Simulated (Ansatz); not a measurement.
**Effect of Si → P on ZrSi2**

Take ZrSi2 (space group Cmcm, No. 63; a = 3.675 Å, b = 14.571 Å, c = 3.656 Å) as the base.

Now apply this change: every Si is replaced by P; the structure is relaxed again.

The values are results of DFT with PBEsol, PAW potentials and a 420 eV plane-wave cutoff in Ansatz (an electronic-structure program), scalar-relativistic without spin-orbit coupling, earlier PAW set, not measurements. Settings: 14×14×12 k-points, 0.05 eV Fermi–Dirac smearing, for the changed cell.

The volume per atom drops by 0.424 Å³ (16.32 Å³ → 15.89 Å³) and the density goes up by 0.335 g/cm³ to 5.34 g/cm³. The space group remains Cmcm (No. 63) and the shortest interatomic distance grows by 0.0254 Å, from 2.412 Å to 2.438 Å. The band gap is still zero.

Final structure:

```xyz
6
Lattice="1.7484 -7.1684 0.0000 1.7484 7.1684 0.0000 0.0000 0.0000 3.8039" Properties=species:S:1:pos:R:3 pbc="T T T"
P      1.7484    -6.4061     0.9510
P      1.7484     6.4061     2.8529
P      1.7484     3.5478     0.9510
P      1.7484    -3.5478     2.8529
Zr     1.7484    -1.5459     0.9510
Zr     1.7484     1.5459     2.8529
```

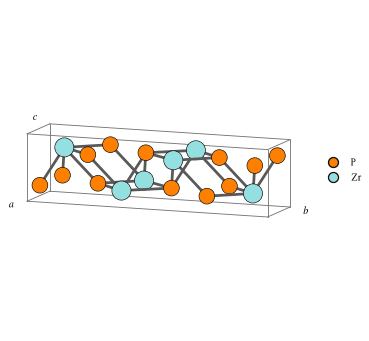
Fig. 1. The relaxed conventional cell after the change

Whether these cells are dynamically stable was not tested. As relaxed here, ZrP2 is a hypothetical phase, not in the database extracts checked. All final runs are without spin polarisation.
